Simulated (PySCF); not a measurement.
# C₂H₆OS₂Si: geometry, spin-spin couplings

Aim: predict the spin-spin couplings of C₂H₆OS₂Si (`C1O[SiH2]SCS1`).

The runs use PySCF 2.14.0, with density-fitted response routines of our own; the level of theory stands in each step. All values are computed, except where a source is named. Atoms are numbered from 0 throughout.

### 1 Starting geometry

12 atoms, charge 0, multiplicity 1; geometry from: GFN2-xTB. The atoms were then displaced at random by about 0.01 Å, so the start is not that level's minimum.

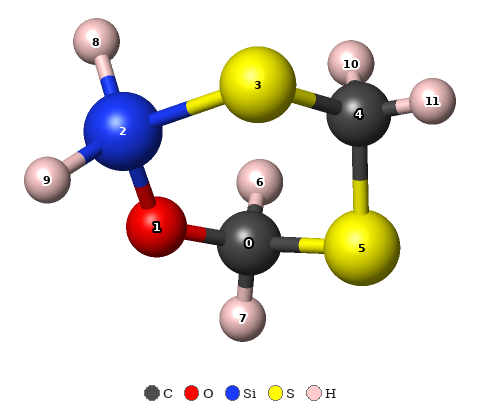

The starting geometry (carbon dark grey, oxygen red, silicon blue, sulfur yellow, hydrogen pink), atoms numbered.

### 2 Optimising the geometry at PBE0-D3(BJ)/def2-SVP

Job settings and geometry (Å):

```
{"job": {"xc": "PBE0", "basis": "def2-SVP", "d3": "d3bj", "grid": 1, "shake": 0.01, "kind": "geom"}, "charge": 0, "multiplicity": 1}
C     -1.160220    -0.937940     0.293090
O     -1.386060     0.437960     0.164230
Si    -0.424540     1.590820    -0.443510
S      1.655250     1.211490     0.187720
C      1.547630    -0.625020     0.200810
S      0.279280    -1.327860     1.290260
H     -1.049150    -1.392570    -0.689390
H     -2.018440    -1.342810     0.807940
H     -0.410430     1.533880    -1.873890
H     -0.897240     2.769110     0.244640
H      1.388400    -0.990880    -0.792410
H      2.515220    -0.954470     0.601470
```

Command:

```bash
$ OMP_NUM_THREADS=1 python probes_run.py task.json out
```

One launch serves the whole session: the jobs run in the order shown.

**Question.** This job is followed by: B3LYP/cc-pVTZ indirect spin-spin coupling, non-relativistic, gas phase; B3LYP/6-31G* indirect spin-spin coupling, non-relativistic, gas phase. Predict these results of the whole session: point group; rotational constants (main isotopes); largest coupling of the table (B3LYP/cc-pVTZ); range of J(Si2,H8), mean over like pairs.

As calculated:

```
                                     quantity                                              value
                                  point group                                                 C1
         rotational constants (main isotopes)                               2.63, 1.96, 1.22 GHz
largest coupling of the table (B3LYP/cc-pVTZ)  ¹J(Si,H) Si2–H8, -198.1 Hz (mean over like pairs)
     range of J(Si2,H8), mean over like pairs                                -219.4 to -198.1 Hz
```

In words: The start of the PBE0/def2-SVP relaxation was shaken at random by about 0.01 Å, so part of the energy gained, and of the first lengths quoted, undoes that. Relaxing lowered the energy by 0.274 eV in 7 steps; the close pair that moved most is Si2–S3, from 2.206 to 2.137 Å. No frequency check was run at this level, so the end point may be a saddle. In the run at B3LYP/cc-pVTZ, the largest coupling of the table is Si2–H8 (mean over like pairs), -198.1 Hz, of which the Fermi-contact term gives -198.7 Hz. Couplings across rotatable bonds belong to this one conformer; where others are populated, the observed values are averages. The coupling Si2–H8, as a mean over pairs of its kind, runs from -219.4 Hz (B3LYP/6-31G*) to -198.1 Hz (B3LYP/cc-pVTZ). Couplings from bases without tight functions are rough.
